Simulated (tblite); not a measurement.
# C5H13NSi2: the cost of one run

The runs use tblite 0.8.0 and PySCF 2.14.0, with density-fitted response routines of our own; the level of theory stands in each step. All values are computed, except where a source is named. Atoms count from 0, in the outputs and in this text.

### Step 1. The starting structure

21 atoms, charge 0, multiplicity 1; geometry from: force field or distance geometry start.

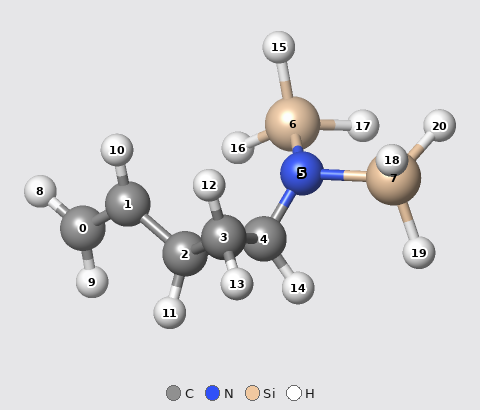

The starting geometry (carbon grey, nitrogen blue, silicon light orange, hydrogen white), atoms numbered.

### Step 2. Relaxing the molecule with GFN2-xTB

What the job is given:

```
{"job": {"kind": "relax", "xc": "GFN2-xTB", "basis": "xTB"}, "charge": 0, "multiplicity": 1}
C      3.070900     0.951900    -0.294700
C      2.034700     0.194900    -0.742900
C      1.367000    -0.659400     0.240100
C      0.454600    -1.759900    -0.264900
C     -0.061100    -0.599500     0.599200
N     -1.141700     0.047600    -0.030500
Si    -1.163700     1.757200    -0.249100
Si    -2.719300    -0.653000     0.438700
H      3.564100     1.575600    -1.027500
H      3.336800     0.914700     0.758400
H      1.794000     0.263200    -1.799900
H      2.045800    -1.025000     1.054600
H      0.288800    -1.740800    -1.340700
H      0.483300    -2.746400     0.256300
H     -0.280900    -0.912500     1.636300
H     -1.501800     2.097900    -1.631400
H      0.030000     2.502600     0.110500
H     -2.258500     2.304900     0.576100
H     -2.973700    -1.811000    -0.423000
H     -2.598900    -1.053300     1.849600
H     -3.779200     0.367300     0.284100
```

On the command line:

```console
$ OMP_NUM_THREADS=1 python probes_run.py task.json out
```

The driver reads the jobs from task.json and runs them one after another.

Q: Estimate the wall time of this first job on 1 thread of Intel Xeon at 2.50GHz, shared host.

About 7.1 s.
